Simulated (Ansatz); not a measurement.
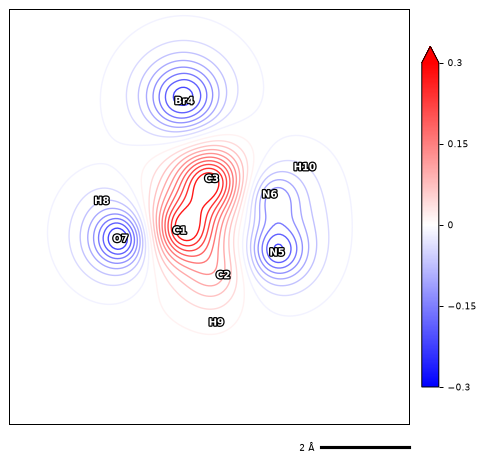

*C₃H₃BrN₂O. One frontier orbital on a plane 0.8 Å above the molecular plane (values in Å⁻³ᐟ²; the overall sign is arbitrary).*

Geometry: B3LYP/def2-SVP.

These are results of Ansatz, isolated molecule in a Gaussian basis; Kohn-Sham density functional theory, functional PBE0, not measurements.

| atom | x (Å) | y (Å) | z (Å) |
| --- | --- | --- | --- |
| C | -0.2896 | -1.4605 | -1.5337 |
| C | 0.4783 | -2.6494 | -1.6191 |
| C | -0.7777 | -1.4681 | -0.2346 |
| Br | -1.8783 | -0.2138 | 0.6214 |
| N | 0.4602 | -3.3244 | -0.4709 |
| N | -0.2991 | -2.6040 | 0.3559 |
| O | -0.4754 | -0.5563 | -2.5180 |
| H | -1.0412 | 0.1574 | -2.1902 |
| H | 1.0339 | -3.0200 | -2.4793 |
| H | -0.4665 | -2.9156 | 1.3050 |

> Which orbital is it: HOMO or LUMO?

The HOMO, at −6.71 eV. It lies mainly on C1 (about 20 %), C3 (about 20 %), O7 (about 15 %), Br4 (about 15 %), N5 (about 10 %) and N6 (about 5 %); it changes sign across the molecular plane (π type); π-bonding across C1–C3 and N5–N6; π-antibonding (a node) across C1–O7, C3–Br4 and C3–N6.
